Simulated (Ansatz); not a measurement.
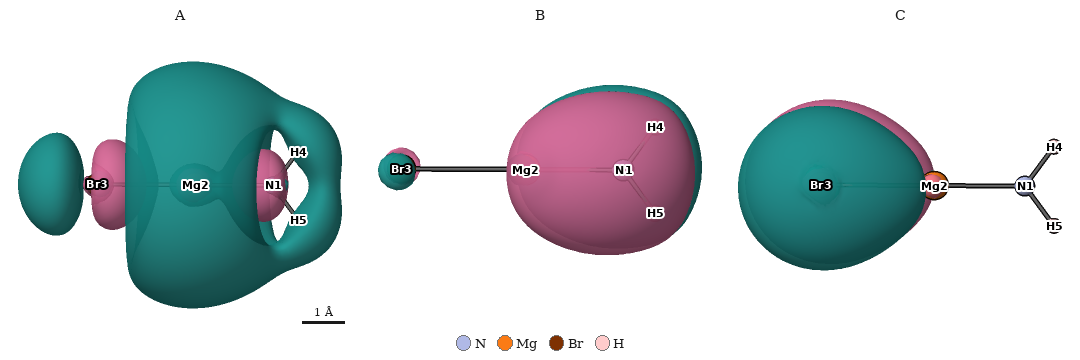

BrH2MgN (SMILES [NH2][Mg][Br]). Three frontier orbitals at ±0.05 Å⁻³ᐟ² (teal and pink are the two phases), in no order.

Method: RKS PBE-D4/def2-SVP (Ansatz).

The calculation's input:

```
crystal:
  periodic: [false, false, false]
  atoms:
    - { symbol: "N", position_ang: [-1.0254, 0.5348, -0.2322] }
    - { symbol: Mg, position_ang: [0.5245, -0.5671, 0.4326] }
    - { symbol: Br, position_ang: [2.4498, -1.9579, 1.2457] }
    - { symbol: H, position_ang: [-0.6893, 1.5873, -0.2197] }
    - { symbol: H, position_ang: [-1.2097, 0.3292, -1.2679] }
basis:
  gaussian: { orbitals: def2-SVP }
hamiltonian:
  xc: pbe
  dispersion: d4
relax:
  f_tol: 0.015
  max_steps: 40
output:
  orbitals: {}
```

Run with:

```sh
ansatz run input.yaml --threads 1 --pin off --max-ram 2048MiB --backend cpu --events-out ev --progress --plain --runs-dir out
```

The fields are those of the relaxed geometry.

Order the three orbitals by energy and name them.

C is the HOMO−1 (−6.67 eV). By Hirshfeld shares it lies mainly on Br3 (about 90 %); it changes sign across the molecular plane (π type). B is the HOMO (−5.08 eV). By Hirshfeld shares it lies mainly on N1 (about 75 %); it changes sign across the molecular plane (π type). A is the LUMO (−1.92 eV). It lies mainly on Mg2 (about 65 %), Br3 (about 15 %) and N1 (about 10 %).

What is the HOMO–LUMO gap?

3.16 eV between the orbital energies.
